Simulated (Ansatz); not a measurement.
Molecule (SMILES): OCl (OH-Cl).
Atoms: O1, H2, Cl3. Bonds: O1-H2, O1-Cl3.

Basis-set convergence of the harmonic zero-point energy at PBE with Ansatz (an electronic-structure program). Each level at its own minimum, finite differences of forces, unscaled; the reference is a large set that could be run, not a limit. All functions are spherical. The program fits the integrals of some runs and decomposes those of others, by size. No added dispersion term, no relativity. Reference: the value in aug-pcseg-2, 8.01 kcal/mol. Deviations are taken from unrounded values.

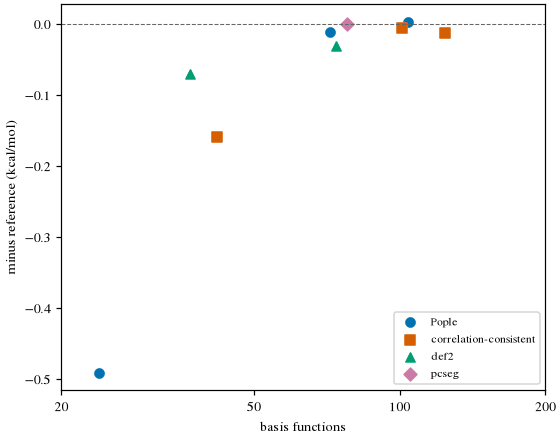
Figure: Deviation from the reference against the number of basis functions, by family of sets.

| basis | functions | harmonic zero-point energy (kcal/mol) | minus reference (kcal/mol) |
|---|---|---|---|
| 6-31G | 24 | 7.52 | -0.49 |
| def2-SVP | 37 | 7.94 | -0.07 |
| cc-pV(D+d)Z | 42 | 7.85 | -0.16 |
| 6-311++G(2d,2p) | 72 | 8.00 | -0.01 |
| def2-TZVP | 74 | 7.98 | -0.03 |
| pcseg-2 | 78 | 8.01 | 0.00 |
| jun-cc-pV(T+d)Z | 101 | 8.01 | -0.01 |
| 6-311++G(3df,3pd) | 104 | 8.01 | 0.00 |
| aug-cc-pV(T+d)Z | 124 | 8.00 | -0.01 |
